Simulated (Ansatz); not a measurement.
# C₂H₅BrOSi: a ladder of functionals and wavefunction methods

Aim: compute C₂H₅BrOSi with functionals from several rungs and with coupled cluster, and see how far each lands from CCSD(T) at the basis-set limit for the atomisation energy.

Method: functionals in def2-TZVPP, the program's frozen cores in correlated methods; program: Ansatz 0.2.0, Gaussian basis.

Levels to be run: PBE-D4, r2SCAN-D4, PBE0-D4, B3LYP-D4, ωB97X-V, ωB97M-V, B2PLYP; CCSD(T)/def2-TZVPP; MP2/def2-QZVPP; extrapolation to the limit.

## Step 1: The geometry

An earlier PBE0-D4 in a triple-zeta def2 set relaxation fixed the geometry.

SMILES `O[Si]1(Br)CC1`, 10 atoms, charge 0, spin multiplicity 1.

Atoms are counted from 1 here; the program's logs count them from 0.

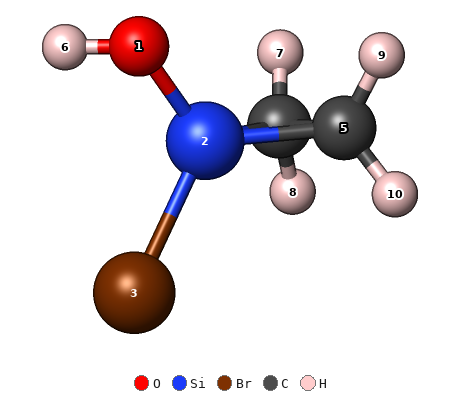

The geometry (oxygen red, silicon blue, bromine brown, carbon dark grey, hydrogen pink); atoms are numbered from 1 in the order of the file.

## Step 2: PBE-D4 (GGA)

The input, in.yaml:

```yaml
crystal:
  periodic: [false, false, false]
  atoms:
    - {symbol: O, position_ang: [-1.394074, 0.093622, 1.558163]}
    - {symbol: Si, position_ang: [-0.167077, -0.411404, 0.610751]}
    - {symbol: Br, position_ang: [0.668438, -2.324489, 1.334872]}
    - {symbol: C, position_ang: [-0.060816, -0.028718, -1.160910]}
    - {symbol: C, position_ang: [0.890857, 0.810998, -0.197010]}
    - {symbol: H, position_ang: [-2.065023, -0.547670, 1.799772]}
    - {symbol: H, position_ang: [-0.843363, 0.549223, -1.643979]}
    - {symbol: H, position_ang: [0.448448, -0.694811, -1.850080]}
    - {symbol: H, position_ang: [0.651905, 1.867932, -0.123469]}
    - {symbol: H, position_ang: [1.953705, 0.634118, -0.325209]}
basis:
  gaussian: {orbitals: def2-TZVPP}
hamiltonian: {xc: pbe, dispersion: d4}
output: {forces: true, orbitals: {seedname: orbitals}}
```

Run with:

```sh
> ansatz run in.yaml --threads 4 --pin off --events-out ev --progress --plain --max-ram 10444MiB
```

After this run come: r2SCAN-D4 (meta-GGA); PBE0-D4 (hybrid); B3LYP-D4 (hybrid); ωB97X-V (range-separated); ωB97M-V (range-separated); B2PLYP (double hybrid); CCSD(T) in def2-TZVPP; MP2 in def2-QZVPP.

**Question.** What will the summary of the whole plan be? Wanted: atomisation energy, CCSD(T)/CBS; farthest; mean size of error, hybrid; mean size of error, range-separated; gap, smallest and largest; T1 diagnostic; triples share of the correlation energy.

As calculated:

| quantity | value |
| --- | --- |
| atomisation energy, CCSD(T)/CBS | 39.405 eV |
| functionals within 0.394 eV (1.0 %) | r2SCAN-D4, PBE0-D4, B3LYP-D4, ωB97X-V, ωB97M-V |
| farthest | PBE-D4 (+0.675 eV) |
| mean size of error, hybrid | 0.183 eV |
| mean size of error, range-separated | 0.011 eV |
| gap, smallest and largest | 4.88 eV (PBE-D4), 11.42 eV (ωB97X-V) |
| T1 diagnostic | 0.0093 |
| triples share of the correlation energy | 3.8 % |

PBE-D4 is off by +0.675 eV. Double hybrids carry the basis error of their MP2 part in triple zeta, and no dispersion term here, so their miss is partly the set-up's. The reference freezes the cores and leaves out relativity and excitations past (T), and its outer-core shells are covered unevenly, so misses under about 0.394 eV can't be ranked. All levels share the lack of spin-orbit coupling, which lowers the free heavy atoms and so the true binding. Hartree-Fock recovers 72 % of the binding; the rest is correlation. The gap grows from 4.9 to 11.4 eV across the functionals, mostly with the share of exact exchange. Correlated methods include outer-core shells of Br, which these sets cover unevenly.
